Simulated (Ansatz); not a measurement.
# CH5SSi: the cost of one run

All numbers below are computed with Ansatz 0.2.0 (UKS PBE/6-31G*).

### 1 Starting point

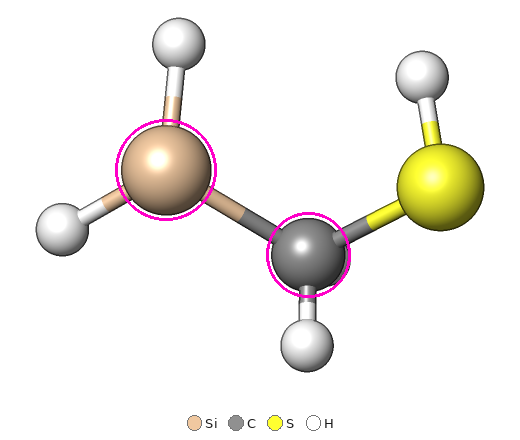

Start, viewed from a chosen angle; silicon light orange, carbon grey, sulfur yellow, hydrogen white. Ringed: Si1, C2.

As a file:

```xyz
8

Si   -0.6168    0.5783   -1.0005
C     0.6504    0.1542    0.3556
S     0.9485   -1.6463    0.4846
H    -1.8464   -0.1813   -0.8078
H    -0.7798    2.0195   -1.1224
H     0.3420    0.5052    1.3424
H     1.6305    0.5778    0.1457
H    -0.3284   -2.0073    0.6025
```

### 2 Relaxing end A

input.yaml

```yaml
crystal:
  periodic: [false, false, false]
  atoms:
    - { symbol: Si, position_ang: [-0.61681, 0.57826, -1.00049] }
    - { symbol: C, position_ang: [0.65036, 0.15417, 0.3556] }
    - { symbol: S, position_ang: [0.9485, -1.64633, 0.48456] }
    - { symbol: H, position_ang: [-1.84636, -0.1813, -0.80783] }
    - { symbol: H, position_ang: [-0.77977, 2.01949, -1.12243] }
    - { symbol: H, position_ang: [0.34199, 0.50519, 1.34239] }
    - { symbol: H, position_ang: [1.63052, 0.57784, 0.14569] }
    - { symbol: H, position_ang: [-0.32844, -2.00732, 0.6025] }
magnetization:
  spin_polarized: true
  initial_magnetization: 1
basis:
  gaussian: { orbitals: "6-31G*" }
hamiltonian:
  xc: pbe
relax:
  f_tol: 0.015
  max_steps: 40
```

Run with:

```sh
$ ansatz run input.yaml --threads 1 --pin off --max-ram 2048MiB --backend cpu --events-out ev --progress --plain --runs-dir out
```

What time and memory should one allow on 1 thread of Intel Xeon Platinum 8259CL at 2.50GHz (Skylake/Cascade Lake), shared host?

About 26 s, with a peak of 0.17 GiB.
